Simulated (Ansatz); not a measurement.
One stationary structure of ZnS. Space group P6₃mc (No. 186), AFLOW prototype AB_hP8_186_ab_ab (B5, as in SiC). Level of theory: r2SCAN (plane waves to 500 eV, PAW, scalar-relativistic; Ansatz, a quantum-chemistry and plane-wave program).

```xyz
8
Lattice="3.8081 0.0000 0.0000 -1.9041 3.2979 0.0000 0.0000 0.0000 12.4672" Properties=species:S:1:pos:R:3 pbc="T T T"
Zn     0.0000     0.0000     0.0008
Zn     0.0000     0.0000     6.2344
Zn     1.9041     1.0993     9.3514
Zn     0.0000     2.1986     3.1177
S      0.0000     0.0000    10.1349
S      0.0000     0.0000     3.9013
S      1.9041     1.0993     7.0137
S      0.0000     2.1986     0.7801
```

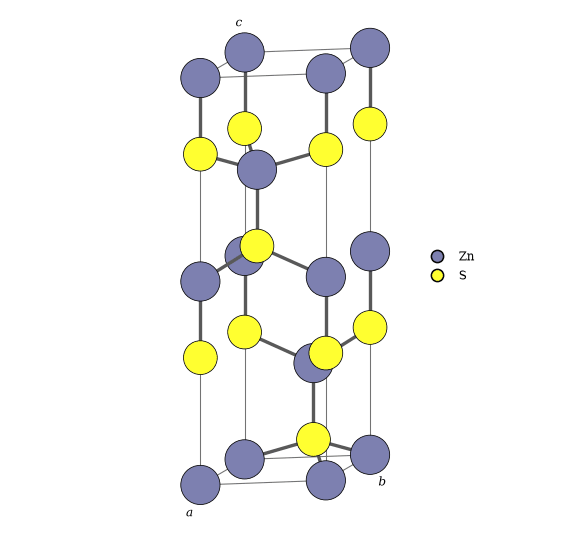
Figure. The conventional cell of the relaxed structure

```yaml
volume_per_atom: 19.57 Å³
band_gap: 2.74 eV, direct at Γ (no spin-orbit coupling)
shortest_distances: S–Zn 2.33 Å
k-mesh: 10×10×3
```

Band energies at high-symmetry points (eV from the VBM; labels of this space group; no spin-orbit coupling), from −5 eV up to 4.8 eV:

```json
[
 {"point": "Γ", "energies": "-2.90 -2.87 -0.91 -0.91 -0.49 -0.49 -0.48 -0.48 -0.04 0.00 0.00 2.74 3.71 3.94 4.20"},
 {"point": "M", "energies": "-4.95 -4.55 -4.32 -3.03 -2.48 -2.31 -1.67 -1.66 -1.64 -1.15 -0.91 3.74 3.75 4.17 4.76"},
 {"point": "K", "energies": "-4.82 -4.74 -4.74 -4.36 -3.58 -3.58 -2.56 -2.56 -2.38 -1.83 -1.83 -1.39"},
 {"point": "A", "energies": "-4.47 -4.47 -1.12 -1.12 -0.79 -0.79 -0.79 -0.79 -0.15 -0.15 -0.15 -0.15 3.56 3.56 3.85 3.85"},
 {"point": "L", "energies": "-4.56 -4.56 -2.57 -2.57 -2.13 -2.13 -1.55 -1.55 -1.14 -1.14 4.08 4.08 4.49 4.49"},
 {"point": "H", "energies": "-4.78 -4.78 -4.62 -4.62 -3.42 -3.42 -2.83 -2.83 -1.87 -1.87 -1.67 -1.67 4.74 4.74"}
]
```

No spin polarisation in the result.

The run could not lose the symmetry of its start.

The first start was generated by placing the elements on the sites of a structure type. A measured structure of ZnS has the same space group, P6₃mc (No. 186); the sites were not compared with it.
